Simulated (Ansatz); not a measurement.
## SiH$_{3}$F: nudged elastic band

SiH$_{3}$F, computed with UKS B3LYP/def2-SVP (Ansatz 0.2.0).

It belongs to a series of runs on one base structure; here: band between the two ends.

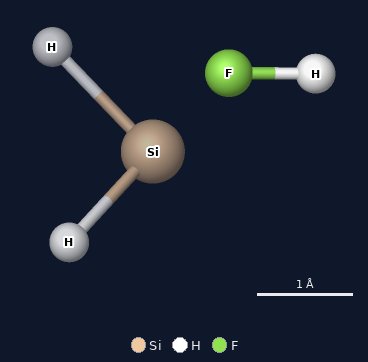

**Figure 1.** The input geometry (ball-and-stick view, seen at a tilt).

**Input file**
```yaml
crystal:
  periodic: [false, false, false]
  atoms:
    - { symbol: Si, position_ang: [-0.720414, 0.03753, 0.645262] }
    - { symbol: H, position_ang: [0.361243, -1.359831, -1.223623] }
    - { symbol: F, position_ang: [0.719142, -0.531468, -0.982171] }
    - { symbol: H, position_ang: [0.465724, 0.421501, 1.526937] }
    - { symbol: H, position_ang: [-0.825695, 1.432268, 0.033795] }
magnetization:
  spin_polarized: true
basis:
  gaussian: { orbitals: def2-SVP }
hamiltonian:
  xc: b3lyp
neb:
  order_check: false
  images: 7
  f_tol: 0.05
  max_iterations: 60
  final_atoms:
    - { symbol: Si, position_ang: [-0.03298397, -0.00752536, 0.02354063] }
    - { symbol: H, position_ang: [-0.60276159, -1.32358723, -0.36966244] }
    - { symbol: F, position_ang: [1.2708783, 0.29156192, -0.90436423] }
    - { symbol: H, position_ang: [0.39463075, -0.03421242, 1.44753464] }
    - { symbol: H, position_ang: [-1.02976349, 1.0737631, -0.19684861] }
  initial_path:
    images:
      - { positions_ang: [[-0.720414, 0.03753, 0.645262], [0.361243, -1.359831, -1.223623], [0.719142, -0.531468, -0.982171], [0.465724, 0.421501, 1.526937], [-0.825695, 1.432268, 0.033795]] }
      - { positions_ang: [[-0.65272977, 0.03216574, 0.5684393], [0.2662996, -1.28104799, -1.09749678], [0.79448461, -0.53418581, -1.0142223], [0.45999982, 0.37486642, 1.51421895], [-0.86805426, 1.40820165, 0.02926082]] }
      - { positions_ang: [[-0.58504555, 0.02680148, 0.49161661], [0.17135621, -1.20226499, -0.97137056], [0.86982721, -0.53690363, -1.0462736], [0.45427564, 0.32823184, 1.5015009], [-0.91041351, 1.3841353, 0.02472665]] }
      - { positions_ang: [[-0.51736132, 0.02143722, 0.41479391], [0.07641281, -1.12348198, -0.84524434], [0.94516982, -0.53962144, -1.0783249], [0.44855147, 0.28159725, 1.48878285], [-0.95277277, 1.36006895, 0.02019247]] }
      - { positions_ang: [[-0.4496771, 0.01607296, 0.33797122], [-0.01853058, -1.04469897, -0.71911812], [1.02051242, -0.54233926, -1.1103762], [0.44282729, 0.23496267, 1.4760648], [-0.99513203, 1.3360026, 0.0156583]] }
      - { positions_ang: [[-0.34550382, 0.01017338, 0.25936357], [-0.16458833, -1.11442104, -0.6317542], [1.08310389, -0.33386396, -1.05887321], [0.43077815, 0.1676689, 1.46893226], [-1.00378989, 1.27044273, -0.03746843]] }
      - { positions_ang: [[-0.24133054, 0.0042738, 0.18075592], [-0.31064609, -1.1841431, -0.54439028], [1.14569536, -0.12538867, -1.00737021], [0.41872902, 0.10037513, 1.46179972], [-1.01244776, 1.20488285, -0.09059515]] }
      - { positions_ang: [[-0.13715725, -0.00162578, 0.10214828], [-0.45670384, -1.25386517, -0.45702636], [1.20828683, 0.08308662, -0.95586722], [0.40667989, 0.03308136, 1.45466718], [-1.02110563, 1.13932297, -0.14372188]] }
      - { positions_ang: [[-0.03298397, -0.00752536, 0.02354063], [-0.60276159, -1.32358723, -0.36966244], [1.2708783, 0.29156192, -0.90436423], [0.39463075, -0.03421242, 1.44753464], [-1.02976349, 1.0737631, -0.19684861]] }
```

Hardware: 1 thread of Arm Neoverse V1, 24 GiB of memory available, shared host.

Launched with:
```bash
ansatz run input.yaml --threads 1 --pin off --max-ram 2048MiB --backend cpu --events-out ev --progress --plain --runs-dir out
```

**What the program printed**
```
Engine: ansatz 0.2.0, aarch64-unknown-linux-gnu
Functional definition: B3LYP
  parameter a0 = 0.2
  parameter ax = 0.72
  parameter ac = 0.81
  exchange = (1 - a0 - ax)*slater_x + ax*b88_x + a0*exact_x
  correlation = (1 - ac)*vwn_rpa_c + ac*lyp_c
480 factors; integrals over basis functions are off by at most 2.9e-4 eV
mean field evaluation 1: about -10636.0084 eV, gradient 1.8e1 eV
mean field evaluation 2: about -10635.5640 eV, gradient 2.4e1 eV
mean field evaluation 4: about -10637.1998 eV, gradient 2.9e-1 eV
mean field evaluation 8: about -10637.2035 eV, gradient 1.2e-2 eV
mean field evaluation 16: about -10636.0243 eV, gradient 4.5e0 eV
mean field -10637.20353294 eV, -390.9100196799 hartree, gradient 3.0e-5 eV, S^2 0.000000; 1 other end points of the search recorded, 0 dependent functions left out
the calculation of the forces begins
reference -10637.20372597 eV, -390.9100267739 hartree; 13, 13 occupied and 34, 34 virtual orbitals, 480 factors
480 factors; integrals over basis functions are off by at most 7.5e-4 eV
mean field -10640.45755410 eV, -391.0296027520 hartree, gradient 1.5e-5 eV, S^2 0.000000; 0 other end points of the search recorded, 0 dependent functions left out
[... from here on the field's lines of each further geometry are left out, up to the last ...]
NEB iter   1: max|band force component| = 2.582e0 eV/Å  barrier→ = 0.5498 eV  barrier← = 3.8038 eV  Δτ_max = 0.2000 Å  (251 SCF iters)
NEB iter   2: max|band force component| = 2.168e0 eV/Å  barrier→ = 0.6538 eV  barrier← = 3.9078 eV  Δτ_max = 0.1706 Å  (193 SCF iters)
NEB iter   3: max|band force component| = 2.328e0 eV/Å  barrier→ = 0.4218 eV  barrier← = 3.6758 eV  Δτ_max = 0.0768 Å  (190 SCF iters)
NEB iter   4: max|band force component| = 5.013e-1 eV/Å  barrier→ = 0.3846 eV  barrier← = 3.6387 eV  CI = image 3  Δτ_max = 0.0623 Å  (180 SCF iters)
NEB iter   5: max|band force component| = 2.023e-1 eV/Å  barrier→ = 0.3625 eV  barrier← = 3.6165 eV  CI = image 3  Δτ_max = 0.0136 Å  (174 SCF iters)
the calculation of the forces begins
reference -10640.29539637 eV, -391.0236435653 hartree; 13, 13 occupied and 34, 34 virtual orbitals, 480 factors
480 factors; integrals over basis functions are off by at most 8.6e-4 eV
mean field evaluation 448: about -10635.5295 eV, gradient 4.9e0 eV
mean field -10636.84321635 eV, -390.8967782895 hartree, gradient 3.3e-5 eV, S^2 0.000000; 2 other end points of the search recorded, 0 dependent functions left out
the calculation of the forces begins
reference -10636.84340340 eV, -390.8967851634 hartree; 13, 13 occupied and 34, 34 virtual orbitals, 480 factors
NEB iter   6: max|band force component| = 4.592e-2 eV/Å  barrier→ = 0.3603 eV  barrier← = 3.6143 eV  CI = image 3  Δτ_max = 0.0000 Å  (354 SCF iters)
```

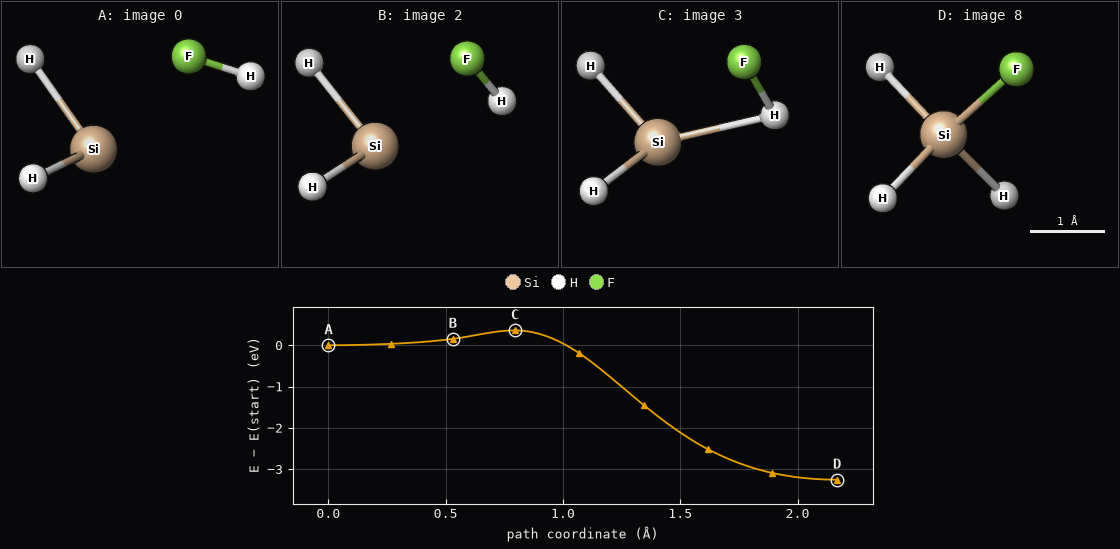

**Figure 2.** Images of the last band (counted from 0; ball-and-stick, seen at a tilt) above the energy along the path; the line is a cubic interpolation that uses the forces. The highest image is number 3, 0.360 eV above the start and 3.614 eV above the end (the climbing image); the end lies 3.254 eV below the start. The path is 2.17 Å long. The band converged in 6 iterations.

```
Total energy: -10636.84340340 eV, -390.8967851634 hartree
Atom 0 at    -0.444872    -0.031903     0.360961 Å, force     0.009574    -0.045757    -0.022269 eV/Å
Atom 1 at     0.023518    -1.148407    -0.796148 Å, force     0.010052     0.008413    -0.006499 eV/Å
Atom 2 at     0.883141    -0.424480    -1.049768 Å, force    -0.025083    -0.005002     0.010277 eV/Å
Atom 3 at     0.452603     0.268087     1.527492 Å, force     0.006937     0.015557     0.022330 eV/Å
Atom 4 at    -0.914390     1.336703    -0.042336 Å, force    -0.001480     0.026789    -0.003838 eV/Å
Dipole moment:    -0.133718    -0.028662     0.095059 e Å
this run last wrote the band of iteration 6 to [file]
```

**The last band as extended XYZ (Å, eV, eV/Å)**
```
5
Properties=species:S:1:pos:R:3:forces:R:3 image=0 energy=-10637.20353
Si   -0.7204    0.0375    0.6453   -0.0161  -0.0248   0.0055
H     0.3612   -1.3598   -1.2236    0.0004  -0.0006  -0.0018
F     0.7191   -0.5315   -0.9822    0.0012   0.0024   0.0006
H     0.4657    0.4215    1.5269    0.0132   0.0041   0.0068
H    -0.8257    1.4323    0.0338    0.0013   0.0189  -0.0111
5
Properties=species:S:1:pos:R:3:forces:R:3 image=1 energy=-10637.16923
Si   -0.6555   -0.0005    0.5633   -0.0795   0.0294   0.0901
H     0.2470   -1.2734   -1.0686    0.0926  -0.1020  -0.1496
F     0.7992   -0.5109   -1.0347   -0.0414  -0.0132   0.0251
H     0.4604    0.3788    1.5274   -0.0036   0.0570  -0.0006
H    -0.8511    1.4059    0.0128    0.0319   0.0288   0.0350
5
Properties=species:S:1:pos:R:3:forces:R:3 image=2 energy=-10637.04981
Si   -0.5697   -0.0242    0.4728   -0.3586   0.0213   0.3295
H     0.1485   -1.1695   -0.9157    0.3527  -0.0662  -0.3502
F     0.8439   -0.4947   -1.0611   -0.1158  -0.1999  -0.0383
H     0.4602    0.3179    1.5270    0.0296   0.1458  -0.0018
H    -0.8830    1.3705   -0.0228    0.0921   0.0989   0.0607
5
Properties=species:S:1:pos:R:3:forces:R:3 image=3 energy=-10636.84322
Si   -0.4449   -0.0319    0.3610    0.0096  -0.0458  -0.0223
H     0.0235   -1.1484   -0.7961    0.0101   0.0084  -0.0065
F     0.8831   -0.4245   -1.0498   -0.0251  -0.0050   0.0103
H     0.4526    0.2681    1.5275    0.0069   0.0156   0.0223
H    -0.9144    1.3367   -0.0423   -0.0015   0.0268  -0.0038
5
Properties=species:S:1:pos:R:3:forces:R:3 image=4 energy=-10637.39493
Si   -0.3257   -0.0271    0.2622    1.6526  -0.0097  -1.4304
H    -0.1335   -1.2135   -0.7091   -2.0334  -0.8582   1.1721
F     0.9386   -0.3208   -1.0305    0.8657   1.5730   0.3078
H     0.4453    0.2435    1.5243   -0.2217  -0.3665   0.0097
H    -0.9247    1.3179   -0.0468   -0.2632  -0.3386  -0.0592
5
Properties=species:S:1:pos:R:3:forces:R:3 image=5 energy=-10638.64775
Si   -0.2120   -0.0199    0.1684    1.9392   0.2162  -1.5294
H    -0.2619   -1.2708   -0.6409   -2.5199  -1.0881   1.4265
F     1.0164   -0.1844   -1.0017    1.1285   1.9761   0.3635
H     0.4108    0.1989    1.5238   -0.2746  -0.5483  -0.1190
H    -0.9532    1.2762   -0.0495   -0.2732  -0.5558  -0.1415
5
Properties=species:S:1:pos:R:3:forces:R:3 image=6 energy=-10639.71983
Si   -0.1230   -0.0114    0.0976    0.9867   0.1402  -0.7554
H    -0.3915   -1.3127   -0.5578   -1.6607  -0.4972   1.0895
F     1.1114   -0.0375   -0.9829    0.9145   1.3469   0.1212
H     0.3823    0.1432    1.5085   -0.1305  -0.4863  -0.2298
H    -0.9792    1.2185   -0.0652   -0.1100  -0.5037  -0.2254
5
Properties=species:S:1:pos:R:3:forces:R:3 image=7 energy=-10640.29520
Si   -0.0644   -0.0096    0.0488    0.2742   0.0218  -0.2195
H    -0.5103   -1.3289   -0.4623   -0.6726  -0.0748   0.5292
F     1.2061    0.1228   -0.9576    0.3942   0.6068   0.0665
H     0.3707    0.0685    1.4791    0.0222  -0.2938  -0.1600
H    -1.0022    1.1472   -0.1078   -0.0181  -0.2600  -0.2162
5
Properties=species:S:1:pos:R:3:forces:R:3 image=8 energy=-10640.45755
Si   -0.0330   -0.0075    0.0235    0.0018  -0.0001  -0.0016
H    -0.6028   -1.3236   -0.3697   -0.0011  -0.0032  -0.0011
F     1.2709    0.2916   -0.9044   -0.0001   0.0002   0.0002
H     0.3946   -0.0342    1.4475    0.0011   0.0004   0.0029
H    -1.0298    1.0738   -0.1968   -0.0017   0.0027  -0.0004
```

**Key numbers**

| quantity | value |
| --- | --- |
| outcome | converged |
| barrier, forward | 0.360 eV |
| barrier, backward | 3.614 eV |
| wall time | 67 s |
| peak memory | 0.11 GiB |

The order of the saddle point was not checked.
